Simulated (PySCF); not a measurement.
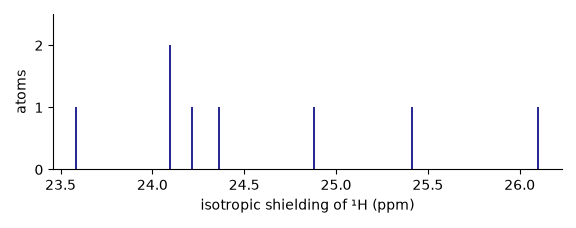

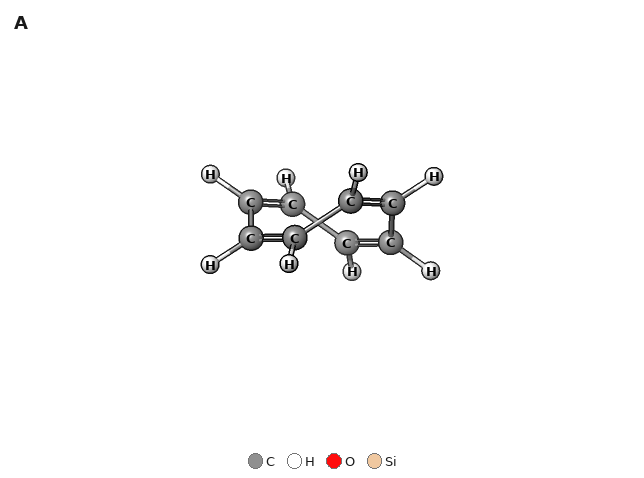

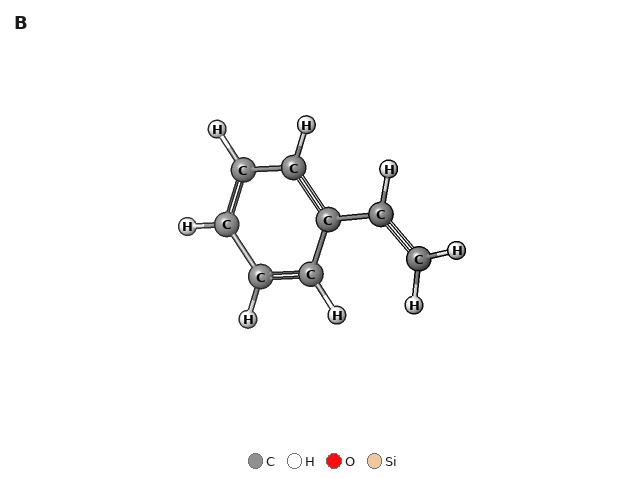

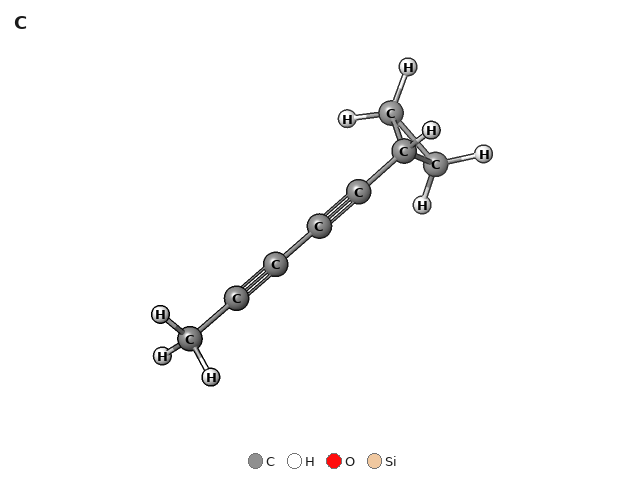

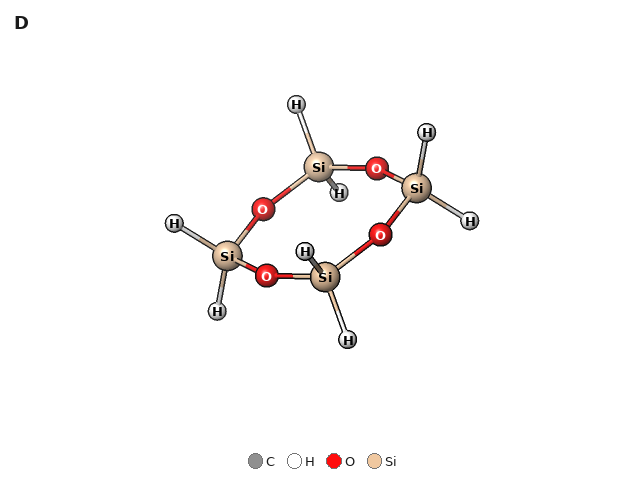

The sticks are computed shieldings of one of the molecules, for one fixed geometry (GFN2-xTB) without averaging over rotations. Low shielding means a high chemical shift. Method: GIAO PBE0/pcSseg-1 NMR shielding, non-relativistic, gas phase (PySCF 2.14.0).

### Which molecule gives this pattern?

B, `C=Cc1ccccc1`. Its 8 H atoms give lines at 23.59, 24.09 (2 atoms), 24.21, 24.36, 24.88, 25.41, 26.10 ppm.

The geometry is semi-empirical. Around Si such bond lengths and angles can be off by a tenth of an ångström or more and by several degrees, and values that hang on the shape move with them.
